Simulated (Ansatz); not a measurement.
The calculation's input:

```
crystal:
  periodic: [false, false, false]
  atoms:
    - {symbol: N, position_ang: [1.096306, -1.885168, 1.054185]}
    - {symbol: C, position_ang: [0.575969, -0.990760, 0.548729]}
    - {symbol: Si, position_ang: [-0.257320, 0.444212, -0.265378]}
    - {symbol: H, position_ang: [-1.415128, -0.083350, -1.019168]}
    - {symbol: H, position_ang: [0.729295, 1.077901, -1.166582]}
    - {symbol: H, position_ang: [-0.687021, 1.373165, 0.802013]}
basis:
  gaussian: {orbitals: def2-TZVPP}
hamiltonian: {xc: pbe0, dispersion: d4}
output: {orbitals: {seedname: orbitals}}
```

Run with:

```sh
ansatz run in.yaml --threads 4 --pin off --events-out ev --progress --plain --max-ram 10444MiB
```

Geometry: PBE0-D4/def2-TZVP.

Method: Ansatz, RKS PBE0-D4/def2-TZVPP.

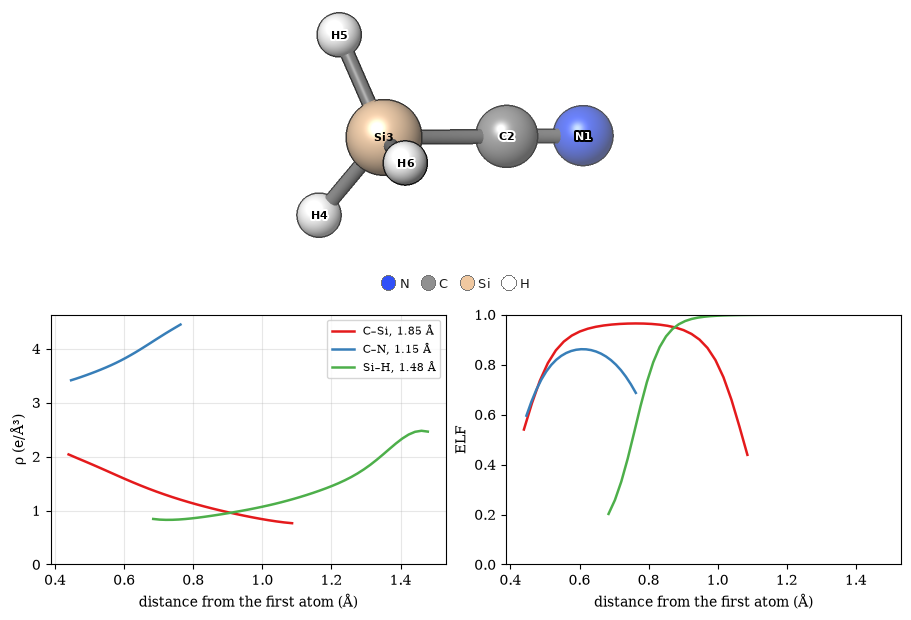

CH3NSi (SMILES N#C[SiH3]). Electron density and electron localisation function along straight lines between neighbouring atoms. The curves leave out the atomic cores. The structure is drawn too.

> What can be read from the curves?

C–Si (1.85 Å): ρ at the midpoint is about 0.93 e/Å³; the ELF peaks at about 0.95 between the atoms; a shared electron pair.
C–N (1.15 Å): the density is about 3.7 e/Å³ at the midpoint; the ELF peaks at about 0.85 between the atoms (a multiple bond).
Si–H (1.48 Å): the density is about 0.83 e/Å³ at the midpoint; the ELF climbs to about 1 towards the hydrogen, as it does in any bond to H.
